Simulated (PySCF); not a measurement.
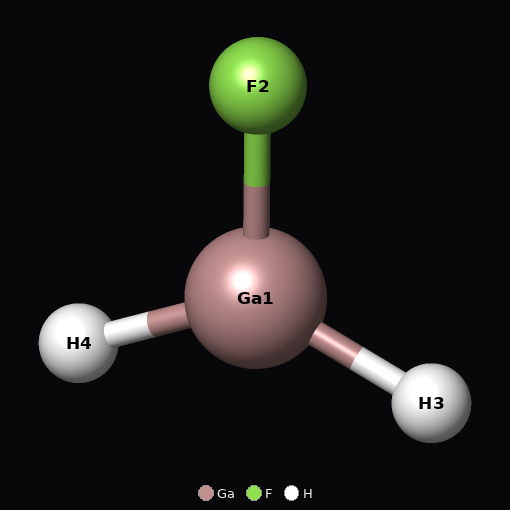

The computed structure is the end point of a PBE0-D4/def2-TZVP optimisation. No frequency run is at hand to confirm it as a minimum.

List the bonds and their lengths.

```
  bond  length (Å)
Ga1–F2       1.759
Ga1–H3       1.556
Ga1–H4       1.556
```
